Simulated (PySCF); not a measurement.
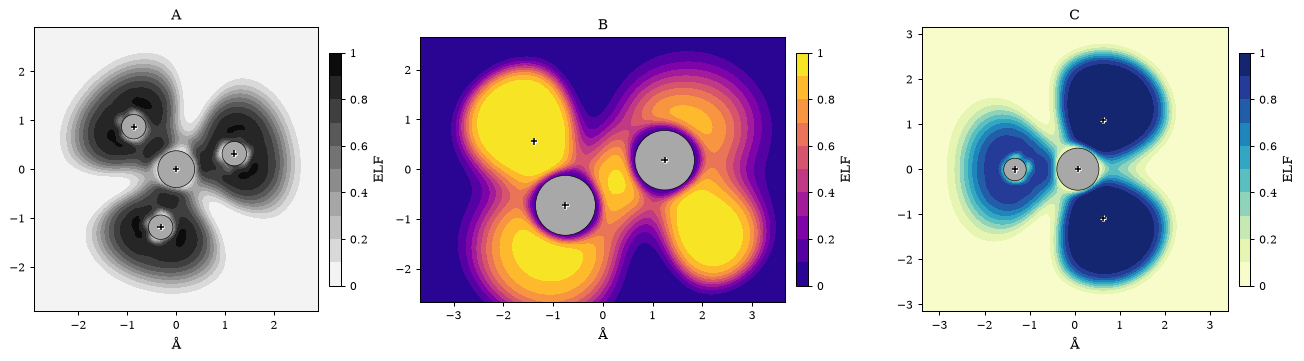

The ELF of 3 systems, each on a plane through atoms (crosses mark nuclei in the plane; grey discs cover the cores).

All numbers below come from DFT single point, gas phase, functional B3LYP (PySCF 2.14.0, density-fitted response routines).

System 1: H3P2 (SMILES [PH]P) (doublet), the plane of atoms P2, P1 and H3. Geometry: PBE0-D3(BJ)/ma-def2-SVP.

| atom | x (Å) | y (Å) | z (Å) |
| --- | --- | --- | --- |
| P | 1.2074 | -0.6187 | 0.4210 |
| P | -0.6332 | -0.0027 | -0.5944 |
| H | 1.9169 | 0.5279 | -0.0636 |
| H | -0.8711 | 1.2488 | 0.0517 |
| H | -1.5417 | -0.7510 | 0.2088 |

System 2: CF3 (SMILES FC(F)=[F+]) (charge +1), the molecular plane. Geometry: PBE0-D3(BJ)/ma-def2-SVP.

```xyz
4

F     0.6817   -1.0235   -0.0758
C     0.0106    0.0047   -0.0229
F     0.5621    1.1022   -0.0510
F    -1.2135   -0.0644    0.0582
```

System 3: BFH2 (charge −1, doublet), the molecular plane. Geometry: PBE0-D3(BJ)/ma-def2-SVP.

```tsv
atom	x (Å)	y (Å)	z (Å)
B	-0.0621	0.0087	0.0833
F	1.3191	-0.1555	-0.0880
H	-0.4888	1.1526	0.0003
H	-0.7482	-0.9966	-0.0422
```

Question: Match each panel to its system.

Answer: Panel A is system 2, CF3: the plane holds F and C. C–F (1.23 Å): the ELF peaks at about 0.85 between the atoms, as expected for a shared but strongly polarised pair. Panel B is system 1, H3P2: the plane holds P and H. P–P (2.19 Å): the ELF peaks at about 0.90 between the atoms (localised, covalent bonding). Panel C is system 3, BFH2: the plane holds B, F and H. B–F (1.40 Å): the ELF peaks at about 0.85 between the atoms: a polar covalent bond.
